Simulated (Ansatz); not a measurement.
# PH2F (phosphinous fluoride(8ci,9ci)) at BHLYP/STO-3G

What is the energy change on altering one bond length of PH2F (phosphinous fluoride(8ci,9ci)) at BHLYP/STO-3G? 

The calculation is run with Ansatz 0.2.0.

50 further runs of the same task are left out: 50 set aside as unsound or not needed.

### Step 1. The system as given

The species is PH2F (4 atoms), meant as a singlet with charge 0. As SMILES, `FP`. The shape is that of a GFN2-xTB optimisation.

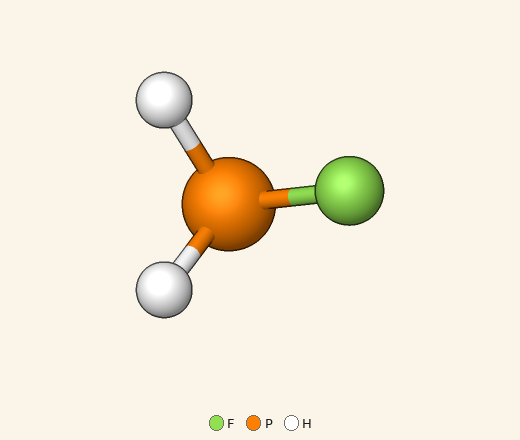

The structure, seen from a chosen angle (fluorine green, phosphorus orange, hydrogen white).

### Step 2. The energy at BHLYP/STO-3G

Input file molecule.yaml:

```yaml
basis:
  gaussian:
    orbitals: STO-3G
crystal:
  periodic: [false, false, false]
  atoms:
    - {symbol: F, position_ang: [1.160540, 0.668850, -0.222660]}
    - {symbol: P, position_ang: [-0.072030, -0.369080, -0.479670]}
    - {symbol: H, position_ang: [-1.053910, 0.574260, -0.129560]}
    - {symbol: H, position_ang: [-0.034600, -0.874030, 0.831900]}
hamiltonian:
  xc: {name: BHLYP}
accuracy: high
```

Launch:

```bash
$ ansatz run molecule.yaml --threads 1 --pin off --max-ram 2610MiB --events-out events.jsonl --progress --plain --runs-dir runs
```

Output:

```text
Warning: RAYON_NUM_THREADS=1 ignored (pool sized by the plan → 1); use --threads N
Functional definition: BHLYP
  name "BHLYP"
  parameter a = 0.5
  exchange = (1 - a)*b88_x + a*exact_x
  correlation = lyp_c
268 factors; integrals over basis functions are off by at most 1.5e-8 eV
mean field evaluation 1: about -11890.8971 eV, gradient 1.5e1 eV
mean field evaluation 2: about -11891.6188 eV, gradient 1.0e1 eV
mean field evaluation 4: about -11891.9886 eV, gradient 9.0e-2 eV
mean field evaluation 8: about -11892.0076 eV, gradient 3.2e-4 eV
mean field -11892.00756915 eV, -437.0232174739 hartree, gradient 2.5e-8 eV, S^2 0.000000; 0 other end points of the search recorded, 0 dependent functions left out
reference -11892.00758325 eV, -437.0232179920 hartree; 13, 13 occupied and 3, 3 virtual orbitals, 268 factors
Total energy: -11892.00758325 eV, -437.0232179920 hartree
```

Run time: 0.56 s. Hardware: 1 thread of Arm Neoverse V2, shared host.

### Step 3. The distorted shape, same level

Input file molecule.yaml:

```yaml
crystal:
  periodic: [false, false, false]
  atoms:
    - {symbol: F, position_ang: [1.406027, 0.432998, -0.310194]}
    - {symbol: P, position_ang: [0.173457, -0.604932, -0.567204]}
    - {symbol: H, position_ang: [-1.053910, 0.574260, -0.129560]}
    - {symbol: H, position_ang: [0.210887, -1.109882, 0.744366]}
basis:
  gaussian:
    orbitals: STO-3G
hamiltonian:
  xc: {name: BHLYP}
accuracy: high
```

Launch:

```bash
$ ansatz run molecule.yaml --threads 1 --pin off --max-ram 2610MiB --events-out events.jsonl --progress --plain --runs-dir runs
```

Output:

```text
Warning: RAYON_NUM_THREADS=1 ignored (pool sized by the plan → 1); use --threads N
[... 5 set-up lines as earlier in the session ...]
267 factors; integrals over basis functions are off by at most 2.8e-8 eV
mean field evaluation 1: about -11889.5334 eV, gradient 1.7e1 eV
mean field evaluation 2: about -11890.2644 eV, gradient 1.3e1 eV
mean field evaluation 4: about -11890.8939 eV, gradient 2.0e-1 eV
mean field evaluation 8: about -11890.9032 eV, gradient 5.3e-4 eV
mean field evaluation 16: about -11890.9032 eV, gradient 2.1e-8 eV
mean field -11890.90320914 eV, -436.9826329924 hartree, gradient 2.1e-8 eV, S^2 0.000000; 0 other end points of the search recorded, 0 dependent functions left out
reference -11890.90322365 eV, -436.9826335256 hartree; 13, 13 occupied and 3, 3 virtual orbitals, 267 factors
Total energy: -11890.90322365 eV, -436.9826335256 hartree
```

Wall time 0.56 s (1 thread of Arm Neoverse V2, shared host).

### Step 4. Results

Level: BHLYP/STO-3G.

| quantity | value |
| --- | --- |
| first shape: total energy | -437.02322 Eh |
| distorted shape: total energy | -436.98263 Eh |
| energy change with the P2–H3 bond stretched from 1.406 to 1.757 Å | 1.104 eV |

In words: With the P2–H3 bond stretched from 1.406 to 1.757 Å the energy rises by 1.10 eV (107 kJ/mol). The first shape isn't relaxed at this level, so the change isn't measured from a minimum. The minimal basis adds a large error of its own.
